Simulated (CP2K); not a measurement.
# doublet CH7BNP+: levels of theory compared

Aim: a comparison of 3 runs (AM1, PM3, GFN1-xTB) of doublet CH7BNP+. 

The results are computed with CP2K 2026.2.

2 further runs of the same task are left out: 1 that didn't finish, 1 set aside as unsound or not needed.

## 1. Starting point

CH7BNP+ has 11 atoms, charge +1, and is taken as a doublet. SMILES of the parent species: `CB(N)P`. Geometry: relaxed at PBE0-D4/def2-TZVP. This is one conformer, not always the lowest. That shape belongs to the parent species and isn't relaxed for this state.

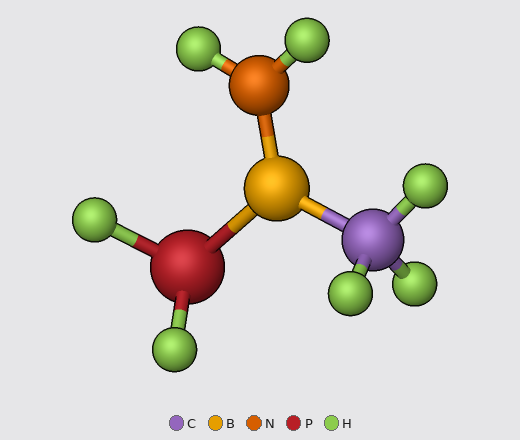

The structure, seen from a chosen angle (carbon purple, boron amber, nitrogen orange, phosphorus red, hydrogen green).

## 2. A single-point energy at AM1 (run 1)

calc.inp

```
&GLOBAL
  PROJECT calc
  RUN_TYPE ENERGY
  PRINT_LEVEL MEDIUM
&END GLOBAL

&FORCE_EVAL
  METHOD QS
  &DFT
    CHARGE 1
    MULTIPLICITY 2
    UNRESTRICTED_KOHN_SHAM T
    &QS
      METHOD AM1
      EPS_DEFAULT 1.0E-10
      &SE
        &COULOMB
          CUTOFF [angstrom] 50
          RC_RANGE [angstrom] 0
        &END COULOMB
        &EXCHANGE
          CUTOFF [angstrom] 50
          RC_RANGE [angstrom] 0
        &END EXCHANGE
      &END SE
    &END QS
    &POISSON
      PERIODIC NONE
      POISSON_SOLVER ANALYTIC
    &END POISSON
    &SCF
      SCF_GUESS ATOMIC
      EPS_SCF 1.0E-07
      MAX_SCF 80
      ADDED_MOS 8
      &DIAGONALIZATION
        ALGORITHM STANDARD
      &END DIAGONALIZATION
      &MIXING
        METHOD DIRECT_P_MIXING
        ALPHA 0.4
      &END MIXING
    &END SCF
    &PRINT
      &MOMENTS
        PERIODIC F
        REFERENCE COM
        MAX_MOMENT 1
      &END MOMENTS
      &MO ON
        ENERGIES T
        OCCUPATION_NUMBERS T
        NDIGITS 6
        &EACH
          QS_SCF 0
        &END EACH
        ADD_LAST NUMERIC
      &END MO
      &HIRSHFELD OFF
      &END HIRSHFELD
    &END PRINT
  &END DFT
  &SUBSYS
    &CELL
      ABC [angstrom] 13.9 13.2 14.4
      PERIODIC NONE
    &END CELL
    &COORD
      C      5.804950     7.330950     7.078500
      B      6.901050     6.228550     7.318400
      N      7.325250     5.912450     8.607900
      P      7.569050     5.203450     5.817400
      H      4.994650     6.961550     6.442800
      H      5.361150     7.707650     8.004800
      H      6.238550     8.184950     6.547300
      H      8.032250     5.229150     8.817500
      H      6.941450     6.358550     9.424900
      H      8.905350     5.015050     6.257700
      H      7.871450     6.302650     4.975100
    &END COORD
  &END SUBSYS
&END FORCE_EVAL
```

Run with:

```console
$ OMP_NUM_THREADS=1 cp2k.psmp -i calc.inp -o calc.out
```

Log:

```text
CP2K| version string:                                       CP2K version 2026.2
[...]
 GLOBAL| Method name                                                        CP2K
[...]
 GLOBAL| Run type                                                         ENERGY
[...]
                             - Atoms:                                         11
[...]
                             - Spherical basis functions:                     23
[...]
 Number of electrons:                                                         12
[...]
     1 P_Mix/Diag. 0.40E+00    0.0     0.46051201       -16.1560603625 -1.62E+01
[...]
    33 DIIS/Diag.  0.69E-07    0.0     0.00000009       -22.7836071389 -1.28E-13
  *** SCF run converged in    33 steps ***
  Core-core repulsion energy [eV]:                           1409.31592958976194
  Core Hamiltonian energy [eV]:                              -934.64878238191159
  Two-electron integral energy [eV]:                        -2189.28125340137467
  Electronic energy [eV]:                                   -2029.28940908259892
  Total energy [eV]:                                         -619.97347949283699
  Atomic reference energy [eV]:                               628.44028931444984
  Heat of formation [kcal/mol]:                               195.24928834446021
[...]
 SE_DIPOLE| Moment [Debye]         -1.78635133       0.55950723       0.58020406
 SE_DIPOLE| Derivative [a.u.]       0.00000000       0.00000000       0.00000000
 ENERGY| Total FORCE_EVAL ( QS ) energy [hartree]            -22.783607138872540
[...]
```

It took 1.8 s on 1 thread of Intel Xeon at 2.50GHz (Skylake/Cascade Lake), shared host; peak memory 0.18 GiB.

## 3. A single-point energy at PM3 (run 2)

gas.inp

```
&FORCE_EVAL
   METHOD Quickstep
   &DFT
      CHARGE 1
      MULTIPLICITY 2
      UKS T
      &QS
         METHOD PM3
         EPS_DEFAULT 1.0E-10
         &SE
            &COULOMB
               CUTOFF [angstrom] 50
               RC_RANGE [angstrom] 0
            &END COULOMB
            &EXCHANGE
               CUTOFF [angstrom] 50
               RC_RANGE [angstrom] 0
            &END EXCHANGE
         &END SE
      &END QS
      &POISSON
         PERIODIC NONE
         POISSON_SOLVER ANALYTIC
      &END POISSON
      &SCF
         SCF_GUESS ATOMIC
         EPS_SCF 1.0E-07
         MAX_SCF 50
         &OT ON
            MINIMIZER DIIS
            PRECONDITIONER FULL_ALL
         &END OT
         &OUTER_SCF
            EPS_SCF 1.0E-07
            MAX_SCF 10
         &END OUTER_SCF
      &END SCF
      &PRINT
         &MOMENTS
            PERIODIC F
            REFERENCE COM
            MAX_MOMENT 1
         &END MOMENTS
         &MO_CUBES
            NLUMO 5
            NHOMO -1
            WRITE_CUBE F
         &END MO_CUBES
         &HIRSHFELD OFF
         &END HIRSHFELD
      &END PRINT
   &END DFT
   &SUBSYS
      &CELL
         ABC [angstrom] 19.9 19.2 20.4
         PERIODIC NONE
      &END CELL
      &COORD
         C      8.804950    10.330950    10.078500
         B      9.901050     9.228550    10.318400
         N     10.325250     8.912450    11.607900
         P     10.569050     8.203450     8.817400
         H      7.994650     9.961550     9.442800
         H      8.361150    10.707650    11.004800
         H      9.238550    11.184950     9.547300
         H     11.032250     8.229150    11.817500
         H      9.941450     9.358550    12.424900
         H     11.905350     8.015050     9.257700
         H     10.871450     9.302650     7.975100
      &END COORD
   &END SUBSYS
&END FORCE_EVAL
&GLOBAL
   PROJECT gas
   RUN_TYPE ENERGY
   PRINT_LEVEL MEDIUM
&END GLOBAL
```

Run with:

```console
$ OMP_NUM_THREADS=1 cp2k.psmp gas.inp > gas.out
```

Log:

```text
CP2K| version string:                                       CP2K version 2026.2
[...]
 GLOBAL| Method name                                                        CP2K
[...]
 GLOBAL| Run type                                                         ENERGY
[...]
                             - Atoms:                                         11
[...]
                             - Spherical basis functions:                     23
[...]
 Number of electrons:                                                         12
[...]
     1 OT DIIS     0.15E+00    0.1     0.20724715       -15.9452721597 -1.59E+01
[...]
    24 OT DIIS     0.15E+00    0.0     0.00000008       -20.6057543698 -8.54E-12
  *** SCF run converged in    24 steps ***
  Core-core repulsion energy [eV]:                           1363.43445778388423
  Core Hamiltonian energy [eV]:                              -801.02441572863245
  Two-electron integral energy [eV]:                        -2246.24226772944075
  Electronic energy [eV]:                                   -1924.14554959335260
  Total energy [eV]:                                         -560.71109180946837
  Atomic reference energy [eV]:                               567.71360931444974
  Heat of formation [kcal/mol]:                               161.48190266151337
[...]
 SE_DIPOLE| Moment [Debye]         -1.95824336       2.55382562       0.53315437
 SE_DIPOLE| Derivative [a.u.]       0.00000000       0.00000000       0.00000000
 *** WARNING in qs_scf_post_se.F:140 :: Printing of MO cube files not ***
 *** implemented for Semi-Empirical method.                           ***
 ENERGY| Total FORCE_EVAL ( QS ) energy [hartree]            -20.605754369760618
[...]
```

Wall time 4.8 s (1 thread of Intel Xeon at 2.50GHz (Skylake/Cascade Lake), shared host); peak memory 0.19 GiB.

## 4. A single-point energy at GFN1-xTB (run 3)

run.inp

```
&GLOBAL
  PROJECT run
  RUN_TYPE ENERGY
  PRINT_LEVEL MEDIUM
&END GLOBAL

&FORCE_EVAL
  METHOD QUICKSTEP
  &DFT
    CHARGE 1
    MULTIPLICITY 2
    UKS T
    &QS
      METHOD XTB
      EPS_DEFAULT 1.0E-10
      &XTB
        GFN_TYPE 1
        CHECK_ATOMIC_CHARGES F
      &END XTB
    &END QS
    &POISSON
      PERIODIC NONE
      POISSON_SOLVER ANALYTIC
    &END POISSON
    &SCF
      SCF_GUESS ATOMIC
      EPS_SCF 1.0E-06
      MAX_SCF 40
      &OT ON
        MINIMIZER CG
        PRECONDITIONER FULL_SINGLE_INVERSE
      &END OT
      &OUTER_SCF
        EPS_SCF 1.0E-06
        MAX_SCF 10
      &END OUTER_SCF
    &END SCF
    &PRINT
      &MOMENTS
        PERIODIC F
        REFERENCE COM
        MAX_MOMENT 1
      &END MOMENTS
      &MO_CUBES
        NLUMO 3
        NHOMO -1
        WRITE_CUBE F
      &END MO_CUBES
      &HIRSHFELD OFF
      &END HIRSHFELD
    &END PRINT
  &END DFT
  &SUBSYS
    &CELL
      ABC [angstrom] 15.9 15.2 16.4
      PERIODIC NONE
    &END CELL
    &COORD
      C      6.804950     8.330950     8.078500
      B      7.901050     7.228550     8.318400
      N      8.325250     6.912450     9.607900
      P      8.569050     6.203450     6.817400
      H      5.994650     7.961550     7.442800
      H      6.361150     8.707650     9.004800
      H      7.238550     9.184950     7.547300
      H      9.032250     6.229150     9.817500
      H      7.941450     7.358550    10.424900
      H      9.905350     6.015050     7.257700
      H      8.871450     7.302650     5.975100
    &END COORD
  &END SUBSYS
&END FORCE_EVAL
```

Run with:

```console
$ OMP_NUM_THREADS=1 cp2k.psmp run.inp > run.out
```

Log:

```text
CP2K| version string:                                       CP2K version 2026.2
[...]
 GLOBAL| Method name                                                        CP2K
[...]
 GLOBAL| Run type                                                         ENERGY
[...]
                             - Atoms:                                         11
[...]
                             - Spherical basis functions:                     35
[...]
 Number of electrons:                                                         12
[...]
     1 OT CG       0.80E-01    0.1     0.04470556       -12.5726773890 -1.26E+01
[...]
    27 OT CG       0.21E+00    0.0     0.00000077       -12.6619208439 -9.57E-11
  *** SCF run converged in    27 steps ***
[...]
 TB_DIPOLE| Moment [Debye]          0.84439020       0.80520181       1.22724067
 TB_DIPOLE| Derivative [a.u.]       0.00000000       0.00000000       0.00000000
[...]
 ENERGY| Total FORCE_EVAL ( QS ) energy [hartree]            -12.661920843936358
[...]
```

Run time: 3.3 s. Hardware: 1 thread of Intel Xeon at 2.50GHz (Skylake/Cascade Lake), shared host; peak memory 0.2 GiB.

## 5. The series

```
run     level  iteration cap  solver  energy (Eh)  HOMO energy (eV)  heat of formation (kcal/mol)  wall time
  1       AM1             80    DIAG   -22.783607            -15.89                         195.2      1.8 s
  2       PM3             50      OT   -20.605754                 –                         161.5      4.8 s
  3  GFN1-xTB             40      OT   -12.661921            -17.46                             –      3.3 s
```

## 6. What came out

| quantity | value |
| --- | --- |
| run 3: total energy | -12.66192 Eh |
| run 3: HOMO energy (highest over α and β) | -17.46 eV |
| run 3: dispersion energy | -9.24 kJ/mol |

In words: Force-field and semi-empirical energies have zeros of their own, so their totals don't compare. All runs together took 9.9 s, the longest 4.8 s.
